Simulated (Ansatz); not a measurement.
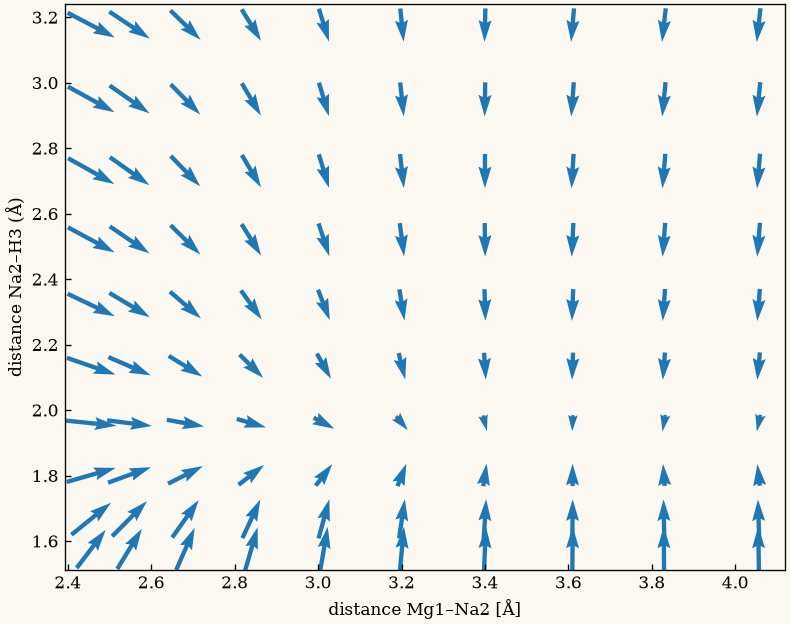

The system Mg + NaH. First axis: distance Mg1–Na2. Second axis: distance Na2–H3. Nothing is relaxed (the angle Mg1–Na2–H3 is fixed at 90 degrees). The scan uses a 10 × 10 grid. Points are written as (first, second). The reference is spin-restricted, so regions where a bond is pulled apart into radicals lie too high. These are results of RKS wB97X-V/def2-SVPD (Ansatz 0.2.0), not measurements.

In the figure: arrows along the force (downhill), their lengths compressed.

**The arrows alone are given. Where is the energy lowest?**

The arrows converge at about (3.585 Å, 1.897 Å) (read from the interpolated surface).

The energy map of the same scan:

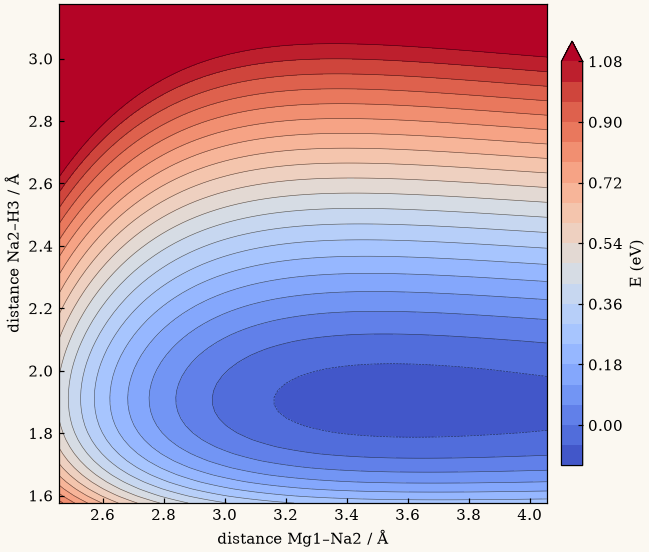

Energies are in eV, from Mg far from the relaxed NaH (each part in its own basis); between grid points the surface is interpolated.
